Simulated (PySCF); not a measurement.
**C2H12BN2Si2 (SMILES CBN([SiH2])[SiH2]NC) (doublet): density, localisation and related maps**

```xyz
19

C    -2.3176   -1.5331    0.4589
B    -2.0827    0.0309    0.4531
N    -0.9146    0.6179   -0.0576
Si   -0.7218    2.3588   -0.0445
Si    0.4435   -0.2023   -0.8091
N     1.7881    0.0702    0.2205
C     3.1180   -0.3498   -0.1371
H    -2.5500   -1.8806   -0.5477
H    -1.4368   -2.0820    0.7829
H    -3.1478   -1.8268    1.0980
H    -2.9156    0.7538    0.8736
H    -0.4202    2.8326    1.3106
H    -1.8810    3.0197   -0.6403
H     0.5467    0.3788   -2.1618
H     0.2850   -1.6520   -0.9095
H     1.7933    0.8931    0.8044
H     3.6325    0.3789   -0.7743
H     3.0507   -1.2857   -0.6862
H     3.7205   -0.5132    0.7587
```

Geometry: GFN2-xTB.

Computed with UKS B3LYP, pcH-1 on B C H N Si, non-relativistic, mean-field spin-orbit, GIAO (PySCF).

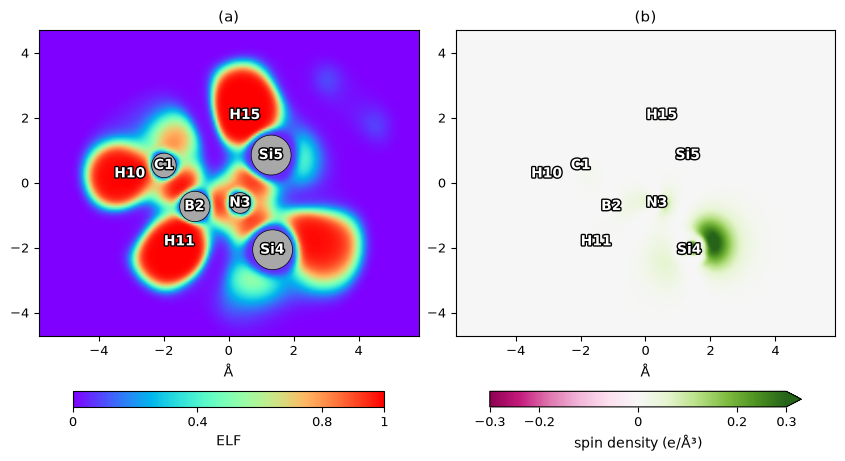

Figure 1. (a) ELF; (b) spin density on the plane of atoms Si4, N3 and Si5. Grey discs cover the atomic cores in the ELF map.

What do the fields say about this system?

Answer. The plane passes through C, B, N, Si and H nuclei. B–N (1.40 Å): the ELF peaks at about 0.90 between the atoms, as expected for a short, strongly polar bond. C–B (1.58 Å): the ELF peaks at about 1 between the atoms, as expected for a shared electron pair. Si–N (1.76 Å): the ELF peaks at about 0.90 between the atoms (a shared but strongly polarised pair). C–H (1.09 Å): the ELF climbs to about 1 towards the hydrogen, as it does in any bond to H: a covalent bond by its length. The ELF also peaks beside Si4, away from the bonds: non-bonding electrons, paired or unpaired. The unpaired spin (1 electron) lies mostly on Si4 (about 0.8), in electrons by Hirshfeld's partition.

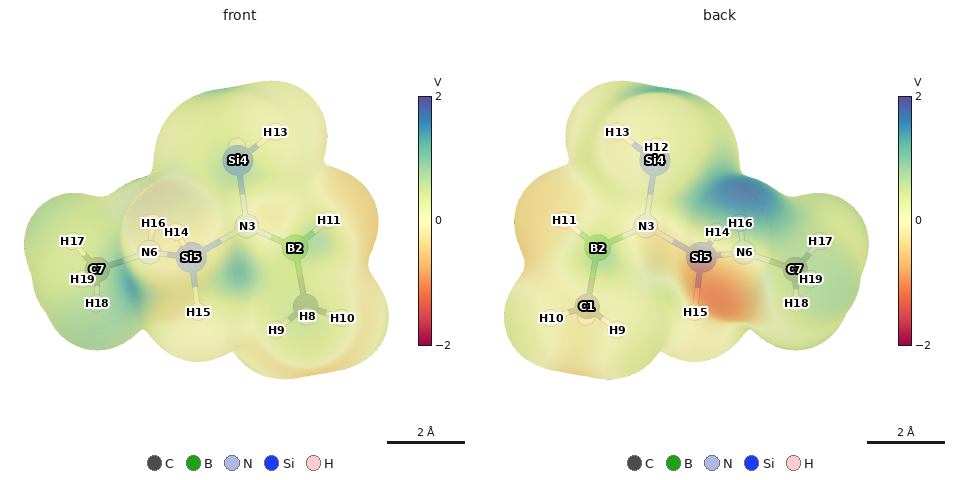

Figure 2. The electrostatic potential painted on the density surface at 0.002 e/bohr³, seen from the front and from behind; red is negative and blue positive.

Where is the surface potential most negative and most positive?

Answer. The most negative region (about −1.0 V) lies over N6, the most positive (about +1.7 V) over H16. N6 is the likeliest acceptor of a hydrogen bond.
